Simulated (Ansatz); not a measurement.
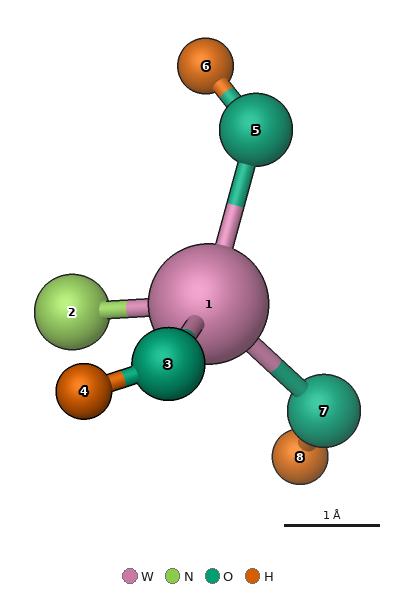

The structure (ball-and-stick view, seen at a tilt; atoms are numbered from 1 in the order of the input). Sticks mark near contacts. Bond lengths as drawn: H–O 0.97 Å, N–W 1.68 Å and O–W 1.90 Å.

**Single-point calculation of WNH3O3**

System: WNH3O3 (WN(OH)3).
Method: RKS PBE0-D4/def2-TZVP (Ansatz 0.2.0).

The geometry comes from this level: r2SCAN-D4/def2-SVP.

**The input**
```yaml
crystal:
  periodic: [false, false, false]
  atoms:
    - {symbol: W, position_ang: [-0.000922, -0.001442, -0.076320]}
    - {symbol: N, position_ang: [0.022013, 0.028338, 1.599660]}
    - {symbol: O, position_ang: [1.773657, 0.418098, -0.611356]}
    - {symbol: H, position_ang: [2.476856, 0.596944, 0.027004]}
    - {symbol: O, position_ang: [-1.269946, 1.318228, -0.585609]}
    - {symbol: H, position_ang: [-1.752957, 1.847561, 0.062836]}
    - {symbol: O, position_ang: [-0.527389, -1.767310, -0.541005]}
    - {symbol: H, position_ang: [-0.721312, -2.440427, 0.124790]}
basis:
  gaussian: {orbitals: def2-TZVP, initial_orbitals: start.molden}
hamiltonian: {xc: pbe0, dispersion: d4}
scf: {omitted_lower_state_checks: [starts]}
output: {orbitals: {seedname: orbitals}}
```

Machine: 4 threads of Arm Neoverse V2, 23 GiB of memory available, shared host.

Launched with:
```bash
ansatz run in.yaml --threads 4 --pin off --events-out ev --progress --plain --max-ram 3916MiB
```

**What the program printed**
```
Functional definition: PBE0
  name "PBE0"
  cite "Adamo & Barone, J. Chem. Phys. 110, 6158 (1999) doi:10.1063/1.478522"
  cite "Perdew, Burke & Ernzerhof, Phys. Rev. Lett. 77, 3865 (1996) doi:10.1103/PhysRevLett.77.3865"
  parent pbe
  parameter a = 0.25
  parameter kappa = 0.804
  parameter beta = 0.06672455060314922
  exchange = (1 - a)*pbe_x(kappa = kappa, mu = beta*pi^2/3) + a*exact_x
  correlation = pbe_c(beta = beta)
these checks for a lower state are left out or cut short: starts
1140 factors; their error is unknown
mean field evaluation 1: about -9500.1689 eV, gradient 1.8e2 eV
mean field evaluation 2: about -9504.5167 eV, gradient 4.7e0 eV
mean field evaluation 4: about -9504.6094 eV, gradient 3.3e-1 eV
mean field evaluation 8: about -9504.6095 eV, gradient 1.2e-5 eV
mean field -9504.60948544 eV, -349.2879561344 hartree, gradient 1.2e-5 eV, S^2 0.000000; 0 other end points of the search recorded, 0 dependent functions left out
reference -9504.60951335 eV, -349.2879571599 hartree; 24, 24 occupied and 158, 158 virtual orbitals, 1140 factors
Total energy: -9504.75689261 eV, -349.2933732477 hartree
Checks for a lower state left out: starts
```

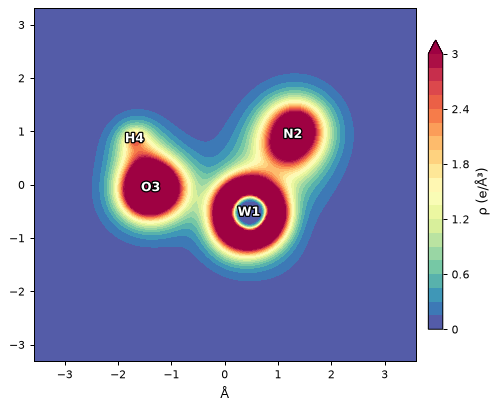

Electron density on the plane of atoms N2, W1 and O3. Atoms in the plane: W, N, O and H. W–N (1.68 Å): ρ is about 2.1 e/Å³ halfway. W–O (1.90 Å): ρ is about 1.1 e/Å³ halfway. O–H (0.97 Å): ρ is about 3.7 e/Å³ halfway, with its minimum of 2.3 e/Å³ about 0.8 Å from O.

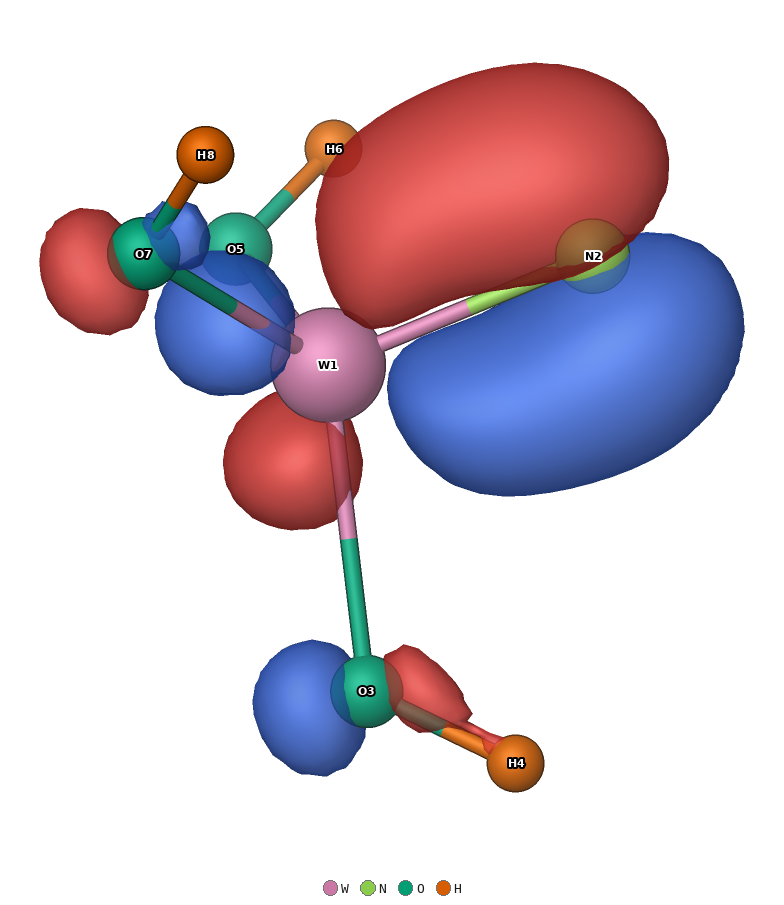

The HOMO−1 at ±0.2 Å⁻³ᐟ² (blue and red are the two phases), seen at an oblique angle. It lies mainly on N2 (55 %) and W1 (35 %). Its energy is −8.52 eV.

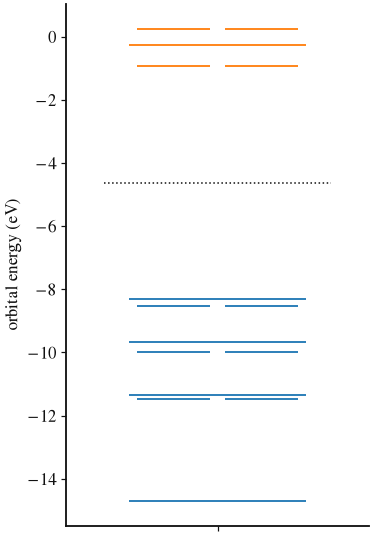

Orbital energies near the frontier; the dotted line parts filled from empty levels, and levels within 0.02 eV of each other stand side by side. Highest filled −8.32 eV, lowest empty −0.94 eV, 7.38 eV apart.

**Summary**

| quantity | value |
| --- | --- |
| outcome | converged |
| total energy | −9504.7569 eV |
| mean-field energy | −9504.6095 eV |
| dispersion energy | −0.1474 eV |
| SCF solution under orbital rotations | stable |
| HOMO | −8.32 eV |
| LUMO | −0.94 eV |
| wall time | 1.8 s (CPU time 6.6 s) |
| peak memory | 0.37 GiB |
